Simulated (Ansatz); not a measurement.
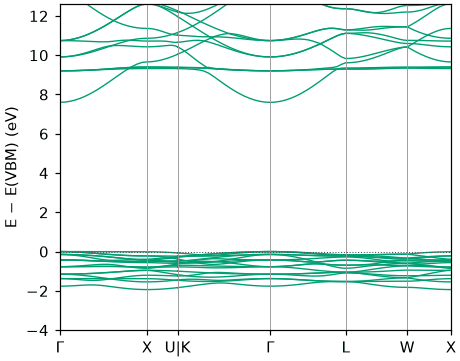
Fig. 1. Band structure from plane-wave PAW r²SCAN (Ansatz code)

Read off the gap and where the band edges lie.

About 7.6 eV (7.60 eV by a search for the band edges); maximum at Γ, minimum at Γ.

Which compound is it?
(A) Rb2NaYF6, Fm-3m (Rb on 8c, Na on 4b, Y on 4a, F on 24e)
(B) MgO, rock salt
(C) LiCl, rock salt
(D) NaCl, rock salt

A, Rb2NaYF6, Fm-3m (Rb on 8c, Na on 4b, Y on 4a, F on 24e)

The first step of the workflow began from a Materials Project structure, measured or hypothetical; the Crystallography Open Database files this formula in space group No. 225, but the cells were not matched. Whether it is the stable phase at ambient conditions was not checked. Symmetry was held in the r²SCAN relaxation; whether a distortion lowers the energy is not shown. No spin polarisation was allowed. Scalar-relativistic: spin–orbit coupling is off unless named, which matters more the heavier the elements.

Potentials: the later of the program's two PAW sets.
